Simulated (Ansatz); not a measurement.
Geometry relaxation of GeNH6Br

System: GeNH6Br.
Method: RKS PBE0-D4/def2-SVP (Ansatz 0.2.0).

The input holds or restrains some coordinates. Figures and captions count atoms from 1; the log counts them from 0 in places.

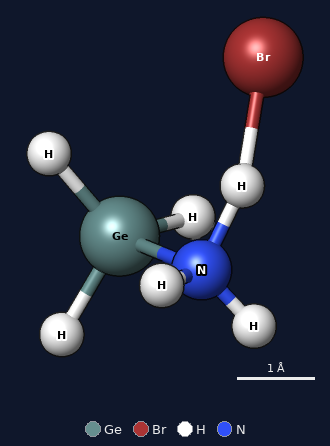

**Figure 1.** The starting structure (ball-and-stick view, seen at a tilt). Sticks mark near contacts. Bond lengths as drawn: Br–H 1.79 Å, Ge–H 1.48 to 1.51 Å, Ge–N 1.94 Å and H–N 1.02 to 1.22 Å.

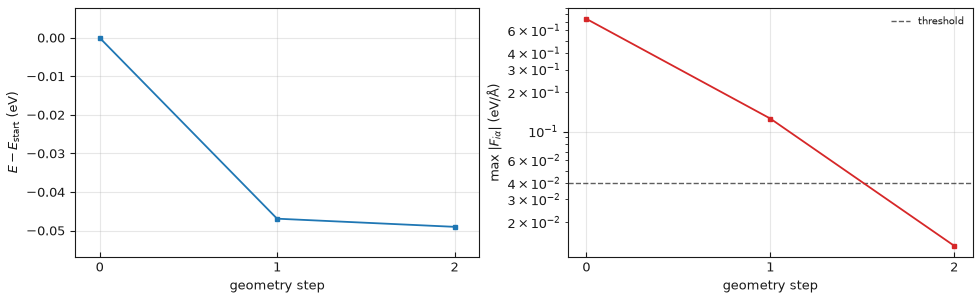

**Figure 2.** Progress of the restrained relaxation, step by step (the first geometry is step 0 here and step 1 in the log).

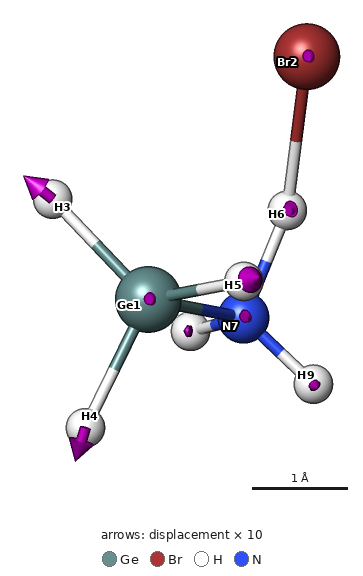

**Figure 3.** The starting structure with the displacements as pink arrows, magnified 10 times (ball-and-stick view, seen at a tilt). The two geometries are laid on each other by the best rigid fit. Over 2 geometry steps the energy falls by 0.049 eV. The largest force component goes from 0.74 to 0.013 eV/Å. The largest moves after the best rigid fit, 0.041 Å, are those of H3 and H5. Largest moves by element: H 0.041 Å, N 0.012 Å, Ge 0.010 Å, Br 0.010 Å. Among the contacts that change: Ge1–H4 1.508 → 1.550 Å, Ge1–H3 1.481 → 1.521 Å, N7–H8 1.016 → 1.021 Å. (Atoms are counted from 1 in the order of the input.)

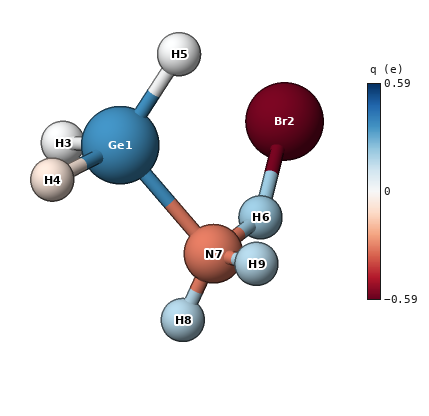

**Figure 4.** Mulliken charges, as the colour of each atom (ball-and-stick view, seen at a tilt; atoms are numbered from 1 in the order of the input; Mulliken charges depend strongly on the basis). By element: Ge +0.36, Br −0.56, H −0.07 to +0.21 and N −0.30 e.

The input that produced these results follows, with the program's output.

### The input
```yaml
crystal:
  periodic: [false, false, false]
  atoms:
    - {symbol: Ge, position_ang: [-0.706600, 0.046200, -0.774300]}
    - {symbol: Br, position_ang: [2.465000, 0.025900, -0.685900]}
    - {symbol: H, position_ang: [-0.304400, -1.200000, -1.466400]}
    - {symbol: H, position_ang: [-2.184300, 0.036900, -0.472900]}
    - {symbol: H, position_ang: [-0.291800, 1.356800, -1.326000]}
    - {symbol: H, position_ang: [1.218800, -0.039100, 0.602000]}
    - {symbol: N, position_ang: [0.065600, -0.055400, 0.999600]}
    - {symbol: H, position_ang: [-0.135400, -0.906700, 1.516400]}
    - {symbol: H, position_ang: [-0.126900, 0.735500, 1.607600]}
basis:
  gaussian: {orbitals: def2-SVP}
hamiltonian: {xc: pbe0, dispersion: d4}
relax: {f_tol: 0.04, max_steps: 150, escape_saddle: false, constraints: [{distance: [0, 6]}, {distance: [1, 5]}, {distance: [0, 1]}, {distance: [5, 6]}]}
```

Launch command:
```bash
ansatz run in.yaml --threads 4 --pin off --events-out ev --progress --plain --max-ram 9574MiB
```

### Log
```
Functional definition: PBE0
  name "PBE0"
  cite "Adamo & Barone, J. Chem. Phys. 110, 6158 (1999) doi:10.1063/1.478522"
  cite "Perdew, Burke & Ernzerhof, Phys. Rev. Lett. 77, 3865 (1996) doi:10.1103/PhysRevLett.77.3865"
  parent pbe
  parameter a = 0.25
  parameter kappa = 0.804
  parameter beta = 0.06672455060314922
  exchange = (1 - a)*pbe_x(kappa = kappa, mu = beta*pi^2/3) + a*exact_x
  correlation = pbe_c(beta = beta)
1158 factors; integrals over basis functions are off by at most 3.5e-4 eV
mean field evaluation 1: about -128115.6162 eV, gradient 4.1e1 eV
mean field evaluation 2: about -128113.2034 eV, gradient 5.3e1 eV
mean field evaluation 4: about -128118.7884 eV, gradient 2.2e0 eV
mean field evaluation 8: about -128118.8094 eV, gradient 1.2e-1 eV
mean field -128118.80937951 eV, -4708.2794026489 hartree, gradient 3.0e-5 eV, S^2 0.000000; 0 other end points of the search recorded, 0 dependent functions left out
the calculation of the forces begins
reference -128118.80940502 eV, -4708.2794035866 hartree; 40, 40 occupied and 68, 68 virtual orbitals, 1158 factors
relax step   1: F+E_penalty+E_count = -128118.95751370 eV  Δ(F+E_penalty+E_count) = +0.000e0 eV  max|allowed force component| = 7.367e-1 eV/Å  Δτ_max = 0.0000 Å  (25 SCF iters, accepted)
  distance Ge 0 - N 6 held at 1.937353 Å   reaction = +3.4172e-1 eV/Å
  distance Br 1 - H 5 held at 1.793300 Å   reaction = +7.0432e-2 eV/Å
  distance Ge 0 - Br 1 held at 3.172897 Å   reaction = -3.2055e-1 eV/Å
  distance H 5 - N 6 held at 1.219927 Å   reaction = +7.5777e-1 eV/Å
these checks for a lower state are left out or cut short: starts, cluster_reference, orbital_swaps, neighbouring_geometries, increment
1158 factors; integrals over basis functions are off by at most 3.5e-4 eV
mean field evaluation 16: about -128118.8372 eV, gradient 2.1e0 eV
mean field -128118.85659072 eV, -4708.2811376287 hartree, gradient 4.9e-5 eV, S^2 0.000000; 0 other end points of the search recorded, 0 dependent functions left out
the calculation of the forces begins
reference -128118.85661632 eV, -4708.2811385696 hartree; 40, 40 occupied and 68, 68 virtual orbitals, 1158 factors
relax step   2: F+E_penalty+E_count = -128119.00442074 eV  Δ(F+E_penalty+E_count) = -4.691e-2 eV  max|allowed force component| = 1.260e-1 eV/Å  Δτ_max = 0.0340 Å  (24 SCF iters, accepted)
  distance Ge 0 - N 6 held at 1.937353 Å   reaction = +4.9871e-2 eV/Å
  distance Br 1 - H 5 held at 1.793300 Å   reaction = +4.4759e-2 eV/Å
  distance Ge 0 - Br 1 held at 3.172897 Å   reaction = -3.4476e-1 eV/Å
  distance H 5 - N 6 held at 1.219927 Å   reaction = +6.5626e-1 eV/Å
these checks for a lower state are left out or cut short: starts, cluster_reference, orbital_swaps, neighbouring_geometries, increment
1158 factors; integrals over basis functions are off by at most 3.5e-4 eV
mean field -128118.85884056 eV, -4708.2812203092 hartree, gradient 4.3e-5 eV, S^2 0.000000; 0 other end points of the search recorded, 0 dependent functions left out
the calculation of the forces begins
reference -128118.85886619 eV, -4708.2812212510 hartree; 40, 40 occupied and 68, 68 virtual orbitals, 1158 factors
relax step   3: F+E_penalty+E_count = -128119.00653297 eV  Δ(F+E_penalty+E_count) = -2.112e-3 eV  max|allowed force component| = 1.321e-2 eV/Å  Δτ_max = 0.0120 Å  (25 SCF iters, accepted)
  distance Ge 0 - N 6 held at 1.937353 Å   reaction = -4.5841e-3 eV/Å
  distance Br 1 - H 5 held at 1.793300 Å   reaction = +5.0706e-2 eV/Å
  distance Ge 0 - Br 1 held at 3.172897 Å   reaction = -3.6165e-1 eV/Å
  distance H 5 - N 6 held at 1.219927 Å   reaction = +6.5054e-1 eV/Å
1158 factors; integrals over basis functions are off by at most 3.5e-4 eV
mean field evaluation 32: about -128118.8460 eV, gradient 2.3e-1 eV
mean field -128118.85884056 eV, -4708.2812203092 hartree, gradient 4.3e-5 eV, S^2 0.000000; 1 other end points of the search recorded, 0 dependent functions left out
the calculation of the forces begins
reference -128118.85886619 eV, -4708.2812212510 hartree; 40, 40 occupied and 68, 68 virtual orbitals, 1158 factors
Total energy: -128119.00655860 eV, -4708.2866488467 hartree
Atom 0 at    -0.699915     0.045713    -0.766231 Å, force    -0.366025     0.002004    -0.003862 eV/Å
Atom 1 at     2.471683     0.025332    -0.677765 Å, force     0.324050    -0.004104     0.044940 eV/Å
Atom 2 at    -0.301632    -1.228749    -1.495142 Å, force    -0.001379     0.006077     0.001907 eV/Å
Atom 3 at    -2.217817     0.036022    -0.454281 Å, force    -0.002511     0.000106    -0.001960 eV/Å
Atom 4 at    -0.288709     1.388538    -1.350962 Å, force    -0.001424    -0.006168     0.001286 eV/Å
Atom 5 at     1.230015    -0.039914     0.614492 Å, force    -0.569890    -0.007305     0.183604 eV/Å
Atom 6 at     0.074906    -0.055866     1.006527 Å, force     0.626827     0.007840    -0.199554 eV/Å
Atom 7 at    -0.138356    -0.914663     1.515950 Å, force    -0.004776    -0.001336    -0.013214 eV/Å
Atom 8 at    -0.130175     0.743686     1.607512 Å, force    -0.004873     0.002887    -0.013147 eV/Å
Dipole moment:    -1.233947    -0.031494     0.680275 e Å
```

### Trajectory as extended XYZ (Å, eV, eV/Å), 3 frames, from step=1 to step=3
```
9
Properties=species:S:1:pos:R:3:forces:R:3 step=1 energy=-128118.95751
Ge   -0.7066    0.0462   -0.7743   -0.1192  -0.0284   0.5774
Br    2.4650    0.0259   -0.6859    0.3447  -0.0040   0.0432
H    -0.3044   -1.2000   -1.4664    0.2151  -0.6593  -0.4017
H    -2.1843    0.0369   -0.4729   -0.7367  -0.0037   0.1336
H    -0.2918    1.3568   -1.3260    0.2211   0.6950  -0.3260
H     1.2188   -0.0391    0.6020   -0.5702  -0.0091   0.2032
N     0.0656   -0.0554    0.9996    0.7532   0.0153  -0.3335
H    -0.1354   -0.9067    1.5164   -0.0545  -0.2286   0.0403
H    -0.1269    0.7355    1.6076   -0.0536   0.2228   0.0635
9
Properties=species:S:1:pos:R:3:forces:R:3 step=2 energy=-128119.00442
Ge   -0.7053    0.0458   -0.7668   -0.2912  -0.0035   0.0975
Br    2.4664    0.0257   -0.6827    0.3486  -0.0043   0.0464
H    -0.2981   -1.2219   -1.4861    0.0241  -0.1190  -0.0756
H    -2.2173    0.0366   -0.4647   -0.1210  -0.0013   0.0338
H    -0.2853    1.3806   -1.3429    0.0253   0.1260  -0.0617
H     1.2287   -0.0399    0.6134   -0.5823  -0.0059   0.1577
N     0.0732   -0.0557    1.0044    0.6372   0.0078  -0.1959
H    -0.1353   -0.9123    1.5171   -0.0205  -0.0590  -0.0041
H    -0.1270    0.7411    1.6085   -0.0202   0.0592   0.0019
9
Properties=species:S:1:pos:R:3:forces:R:3 step=3 energy=-128119.00653
Ge   -0.6999    0.0457   -0.7662   -0.3660   0.0020  -0.0039
Br    2.4717    0.0253   -0.6778    0.3241  -0.0041   0.0449
H    -0.3016   -1.2287   -1.4951   -0.0014   0.0061   0.0019
H    -2.2178    0.0360   -0.4543   -0.0025   0.0001  -0.0020
H    -0.2887    1.3885   -1.3510   -0.0014  -0.0062   0.0013
H     1.2300   -0.0399    0.6145   -0.5699  -0.0073   0.1836
N     0.0749   -0.0559    1.0065    0.6268   0.0078  -0.1996
H    -0.1384   -0.9147    1.5159   -0.0048  -0.0013  -0.0132
H    -0.1302    0.7437    1.6075   -0.0049   0.0029  -0.0131
```

### Summary

- outcome: converged under the restraints of the input
- total energy: −128119.0066 eV
- mean-field energy: −128118.8589 eV
- dispersion energy: −0.1477 eV
- SCF solution under orbital rotations: stable
- largest force (length of the vector) at the end, held atoms and coordinates included: 0.658 eV/Å
- dipole moment: 6.77 D
- hardware: 4 threads of Arm Neoverse V1, 23 GiB of memory available, shared host
- wall time: 7.5 s (CPU time 25 s)
- peak memory: 0.27 GiB
